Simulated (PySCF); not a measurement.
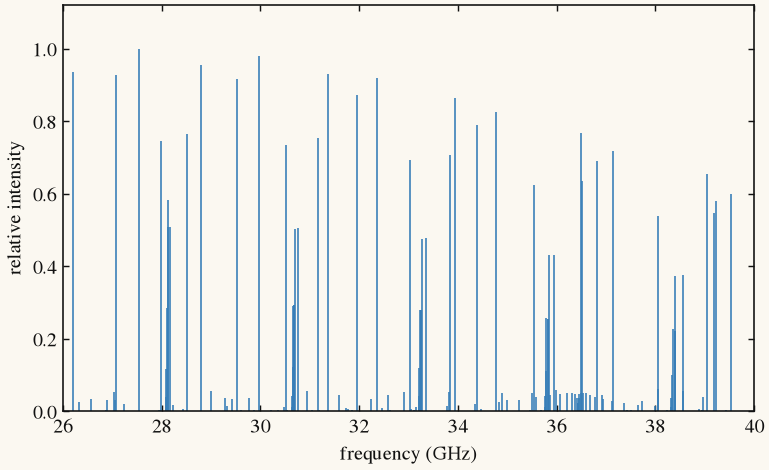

C₃H₇FOSi, SMILES C=C(CF)O[SiH3]. Simulated rotational absorption lines between 26 and 40 GHz at 5 K: rigid rotor with the equilibrium constants and dipole of one optimised conformer (PBE0-D3(BJ)/def2-SVP, PySCF), commonest isotopes; no centrifugal distortion, hyperfine structure, internal rotation or nuclear-spin weights; lines within 1 MHz of each other are summed.

What are the rotational constants, and what kind of rotor is it?

Rotational constants A, B, C = 8.564, 1.356, 1.197 GHz; Ray's κ = −0.96, a near-prolate asymmetric top.

Assign the strongest lines, as J(Ka,Kc).

```
  GHz     upper     lower  type  relative intensity
27.55  11(0,11)  10(0,10)     a                1.00
29.97  12(0,12)  11(0,11)     a                0.98
28.79  11(1,10)   10(1,9)     a                0.96
26.21   10(1,9)    9(1,8)     a                0.94
31.37  12(1,11)  11(1,10)     a                0.93
27.08  11(1,11)  10(1,10)     a                0.93
```

Note: coarse grid, loose stop and no frequency check, small forces are noise and the end may be a saddle.
